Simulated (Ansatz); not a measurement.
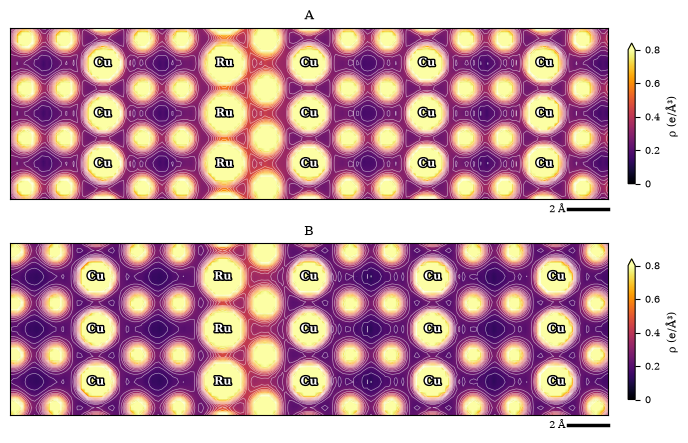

Cu$_{6}$Ru. The valence electron density of two cells that differ in size, on the (11̄0) plane of each (indices in the axes of the calculation cell), at one length scale and on one colour scale; one has 10.9 and the other 12.4 Å³ an atom.

Computed with DFT PBE, scalar-relativistic, plane waves, PAW in Ansatz.

The density is the valence pseudo-density of a PAW calculation; it isn't the true density close to the nuclei.

The larger cell:

```
Cu Ru
1.0
     2.62207    0.00000    0.00000
    -1.31103    2.27078    0.00000
     0.00000    0.00000   29.16580
Cu Ru
12 2
Direct
  0.66667 0.33333 0.11195
  0.00000 0.00000 0.18265
  0.33333 0.66667 0.25326
  0.66667 0.33333 0.32373
  0.00000 0.00000 0.39420
  0.33333 0.66667 0.46479
  0.66667 0.33333 0.53521
  0.33333 0.66667 0.67627
  0.00000 0.00000 0.60580
  0.33333 0.66667 0.88805
  0.00000 0.00000 0.81735
  0.66667 0.33333 0.74674
  0.33333 0.66667 0.03607
  0.66667 0.33333 0.96393
```

The smaller cell: a = 2.514 Å, b = 2.514 Å, c = 27.919 Å, α = 90.00°, β = 90.00°, γ = 120.00°.

### Which panel shows the smaller cell, and what does the compression change?

Panel A is the smaller cell, by 12 % in volume. From the larger cell to the smaller, Cu–Cu goes from 2.62 to 2.51 Å, and the density at its midpoint from 0.24 to 0.29 e/Å³; the pressure goes from 0.0 to 27 GPa.
